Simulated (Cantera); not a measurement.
Input: 1 mol SiO₂, 5.5 mol CO, 2.8 mol H₂, 1.3 mol CH₄, held at 0.133 bar.

Equilibrium computed with Cantera from the NASA thermochemical tables; the gas is ideal and each condensed phase is pure. Candidate condensed phases: C, C₆H₆, C₇H₈, C₈H₁₈, H₂O, Si, SiC, SiO₂; 123 gas species. The tables hold silica as quartz up to 1696 K and as liquid above; real silica turns to tridymite and cristobalite and melts near 1996 K. Kinetics and transport are ignored.

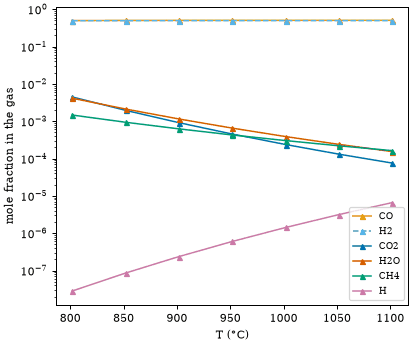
*Equilibrium gas composition (values under 1e-9 drawn at 1e-9)*

Task: Read off the mole fractions at 1102 °C.

Result: CO about 0.50, H₂ about 0.50, CH₄ about 0.00016, H₂O about 0.00015, CO₂ about 7.6e-5, H about 6.6e-6.
